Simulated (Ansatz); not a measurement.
C2H6GeO

The calculation's input:

```
crystal:
  periodic: [false, false, false]
  atoms:
    - symbol: C
      position_ang: [-0.224156, 0.299922, -1.688317]
    - symbol: C
      position_ang: [0.007799, -1.010259, -1.530986]
    - symbol: Ge
      position_ang: [2.121802, -0.685855, 0.268954]
    - symbol: O
      position_ang: [0.941849, -1.601521, -0.757476]
    - symbol: H
      position_ang: [0.354981, 1.072415, -1.174668]
    - symbol: H
      position_ang: [-1.022254, 0.630067, -2.354522]
    - symbol: H
      position_ang: [-0.594769, -1.756653, -2.063756]
    - symbol: H
      position_ang: [1.338340, 0.152444, 1.296987]
    - symbol: H
      position_ang: [2.936962, -1.806066, 0.925349]
    - symbol: H
      position_ang: [2.980653, 0.210778, -0.643092]
basis:
  gaussian:
    orbitals: def2-TZVPD
total_charge: 0
hamiltonian:
  xc: {name: PBE0}
output: {forces: true, orbitals: {seedname: orbitals}}
```

Command:

```sh
ansatz run input.yaml --threads 2 --pin off --max-ram 4350MiB --events-out events.jsonl --progress --plain --runs-dir runs
```

Geometry: B3LYP-D3(BJ)/def2-SVP.

The calculation used Ansatz 0.2.0, isolated molecule in a Gaussian basis; Kohn-Sham density functional theory, functional PBE0.

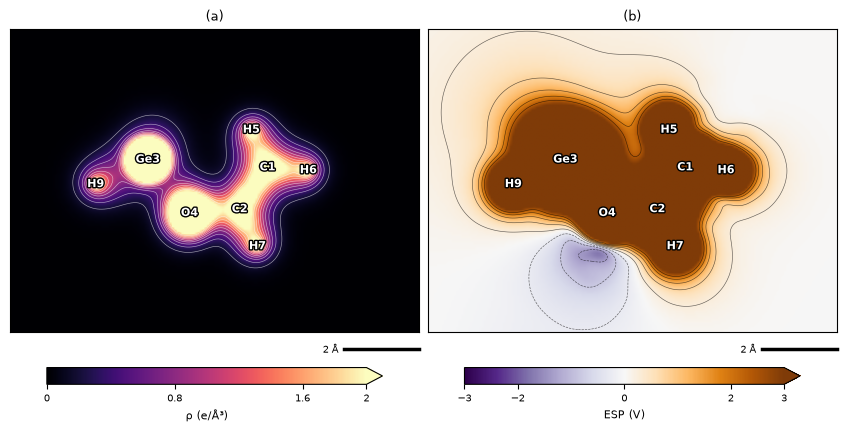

Figure 1. (a) electron density; (b) electrostatic potential on the plane of atoms C1, C2 and O4.

### Describe what can be read from this map.

- Atoms in the plane: C, Ge, O and H.
- C–C (1.34 Å): ρ at the midpoint is about 2.3 e/Å³.
- C–O (1.35 Å): ρ is about 2.4 e/Å³ halfway, with its minimum of 2 e/Å³ about 0.5 Å from C.
- Ge–O (1.81 Å): ρ at the midpoint is about 0.91 e/Å³.
- C–H (1.09 Å): ρ is about 2 e/Å³ halfway.
- Ge–H (1.53 Å): the density is about 1.1 e/Å³ at the midpoint.
- Outside the dense part of the molecule the potential is most negative (−1.7 V) near O4.

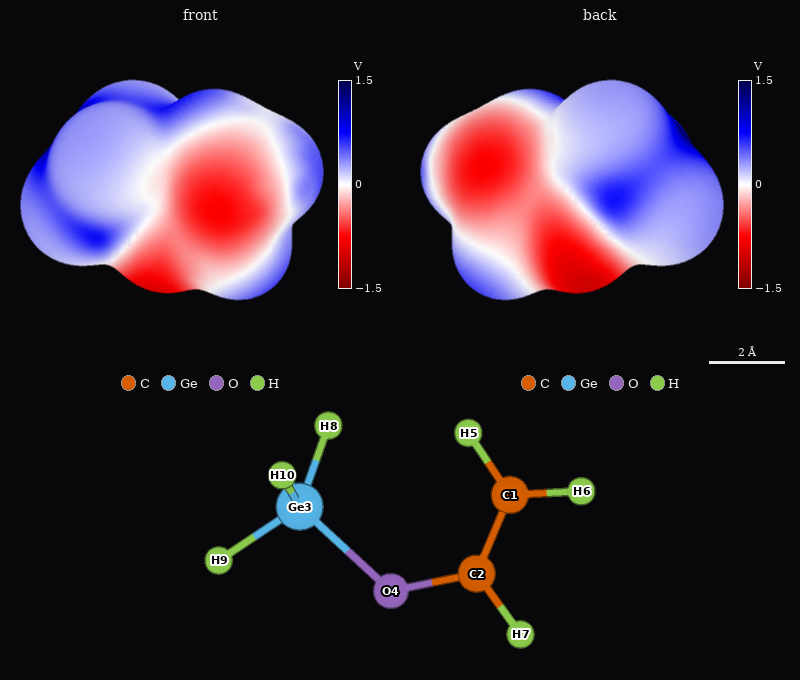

Figure 2. The molecular electrostatic potential painted on the density surface at 0.001 e/bohr³, seen from the front and from behind; the colour scale runs from red (negative) to blue (positive). The bare structure is drawn below in the same view.

### Where is the surface potential most negative and most positive?

The most negative region (about −1.0 V) lies over O4, the most positive (about +1.4 V) over Ge3.

### What dipole moment does the calculation give?

Its dipole moment is 1.23 D.

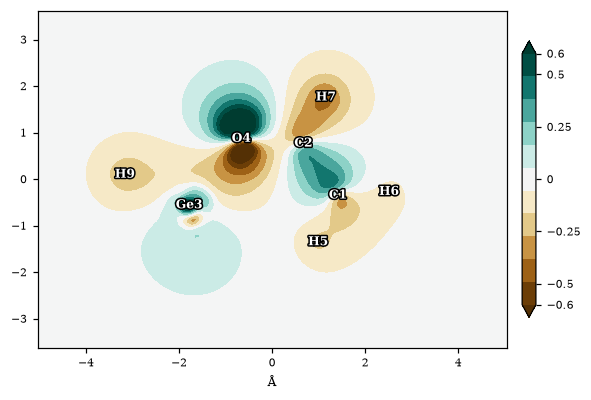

Figure 3. The HOMO−1 on the plane of atoms H5, C1 and H6 (values in Å⁻³ᐟ²; the overall sign is arbitrary).

### What is the character of this orbital?

By Hirshfeld shares it lies mainly on O4 (about 45 %), Ge3 (about 15 %), C2 (about 10 %), C1 (about 5 %) and H7 (about 5 %). Its energy is −9.06 eV.
